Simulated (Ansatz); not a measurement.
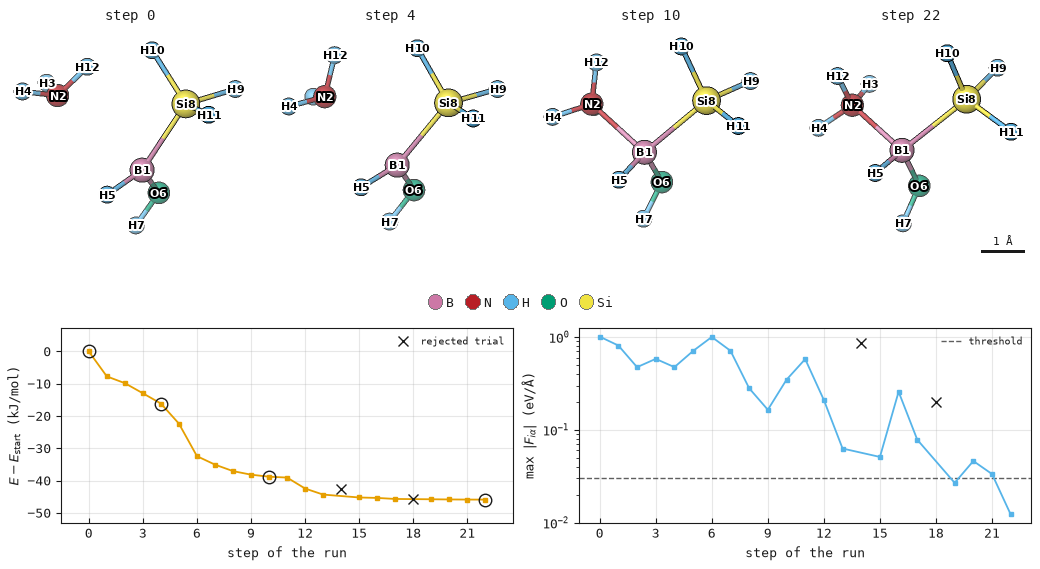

Frames of a relaxation of BSiNH8O, marked on the history of the run. Style: ball-and-stick. Shown at a tilt.

The run prepares an end point of a later path (reaction) calculation, from a guessed geometry.

The calculation used RKS B3LYP/6-31G* (Ansatz 0.2.0). Settings: no spin polarisation; force threshold 0.03 eV/Å; at most 50 steps.

Q: What happens along the run?

A: Over 20 accepted moves (22 points after the start) the energy falls by 45.9 kJ/mol. The largest force component goes from 1 to 0.012 eV/Å. The line search rejected the trial steps at points 14, 18 of the run. The forces were under the threshold at step 19, but the run went on from there. The atom that moves furthest after the best rigid fit is H4 (1.34 Å). By element the largest moves are H 1.34 Å, B 0.67 Å, O 0.49 Å, N 0.42 Å, Si 0.11 Å. Near-neighbour distances that change, for instance: B1–N2 2.745 → 1.717 Å, B1–Si8 1.979 → 2.058 Å, B1–O6 1.366 → 1.436 Å, N2–H12 1.037 → 1.022 Å. New bonds form, among them: B1–N2 (2.74 → 1.72 Å). Bond angles that change, for instance: H5–B1–Si8 123.4° → 113.1°, O6–B1–Si8 116.4° → 112.7°, H5–B1–O6 119.6° → 116.8°. From step 0 to 4: H12 moves most (0.41 Å), energy −16.1 kJ/mol. From step 4 to 10: H3 moves most (0.55 Å), energy −22.7 kJ/mol. From step 10 to 22: H4 moves most (0.82 Å), energy −7.09 kJ/mol.
